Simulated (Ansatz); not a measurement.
ClGaH3NO

```yaml
atoms:
  - { symbol: Ga, position_ang: [-0.2702, 0.8125, 0.3115] }
  - { symbol: O, position_ang: [0.2775, -1.2184, 0.5168] }
  - { symbol: N, position_ang: [0.5045, 0.6639, -1.2361] }
  - { symbol: H, position_ang: [0.6269, -1.0964, -0.4004] }
  - { symbol: Cl, position_ang: [-1.3318, 1.2404, 2.0903] }
  - { symbol: H, position_ang: [-0.3862, -1.9146, 0.5060] }
  - { symbol: H, position_ang: [0.5792, 1.5126, -1.7882] }
```

The product side of a reaction path; geometry: PBE0-D4/def2-TZVP.

All numbers below come from Ansatz 0.2.0, RKS PBE0-D4/def2-TZVPP.

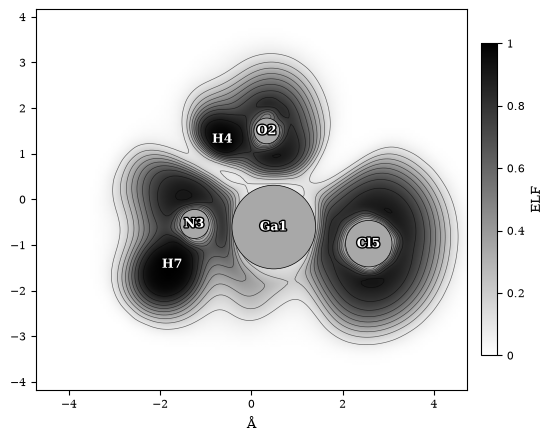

Figure 1. ELF on the plane of atoms O2, Ga1 and N3. Grey discs cover the atomic cores.

What does the map show?

Atoms in the plane: Ga, O, N, H and Cl.
Ga–N (1.74 Å): the ELF peaks at about 0.80 in the valence shell of N, 0.6 Å from its nucleus, and is about 0.30 at the midpoint.
Ga–O (2.11 Å): the ELF peaks at about 0.90 in the valence shell of O, 0.6 Å from its nucleus, and is about 0.20 at the midpoint.
Ga–Cl (2.12 Å): the ELF peaks at about 0.80 in the valence shell of Cl, 0.8 Å from its nucleus, and is about 0.60 at the midpoint.
O–H (0.99 Å): the ELF climbs to about 1 towards the hydrogen, as it does in any bond to H (an ordinary covalent bond to hydrogen).
N–H (1.02 Å): the ELF climbs to about 1 towards the hydrogen (a covalent bond by its length).
The ELF also peaks beside Cl5 and N3, away from the bonds: lone-pair regions.

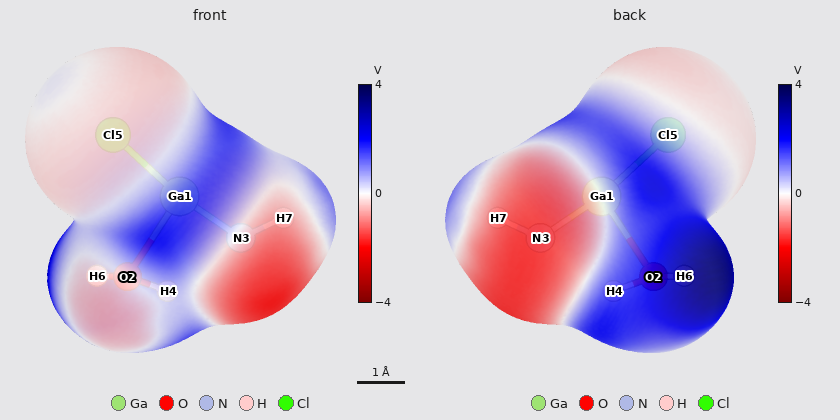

Figure 2. The electrostatic potential painted on the density surface at 0.002 e/bohr³, seen from the front and from behind; red is negative and blue positive.

Where is the surface potential most negative and most positive?

The most negative region (about −1.7 V) lies over N3, the most positive (about +3.4 V) over H6. N3 is the likeliest acceptor of a hydrogen bond.

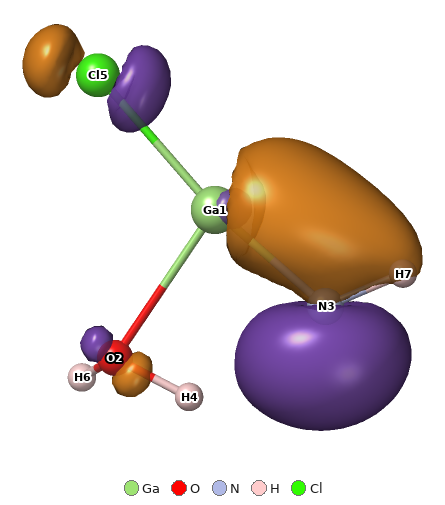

Figure 3. The HOMO−1 at ±0.15 Å⁻³ᐟ² (orange and purple are the two phases), seen at a tilt.

Where does this orbital lie, and at what energy?

Its weight (Hirshfeld) is mainly on N3 (about 65 %), Ga1 (about 20 %) and Cl5 (about 5 %). Its energy is −7.45 eV.

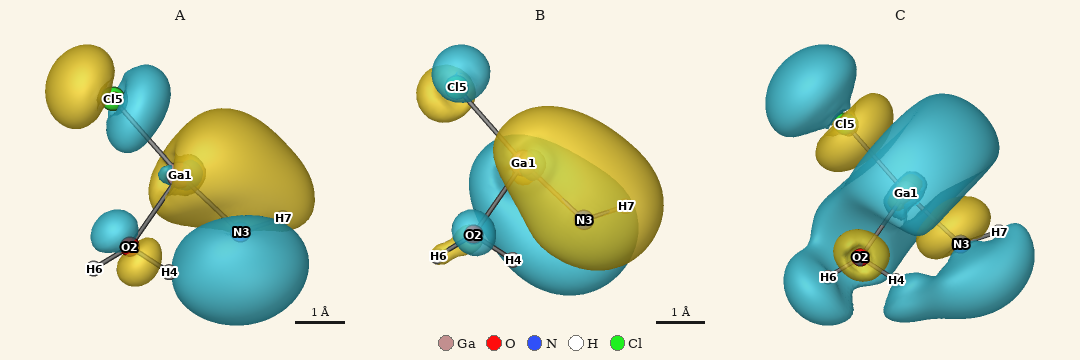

Figure 4. Three frontier orbitals at ±0.06 Å⁻³ᐟ² (yellow and cyan are the two phases), in no order.

Order the three orbitals by energy and name them.

A is the HOMO−1 (−7.45 eV). Its weight (Hirshfeld) is mainly on N3 (about 65 %), Ga1 (about 20 %) and Cl5 (about 5 %). B is the HOMO (−6.41 eV). It lies mainly on N3 (about 70 %) and Ga1 (about 20 %). C is the LUMO (−1.26 eV). By Hirshfeld shares it lies mainly on Ga1 (about 45 %), Cl5 (about 20 %) and N3 (about 20 %).

What is the HOMO–LUMO gap?

5.15 eV between the orbital energies.
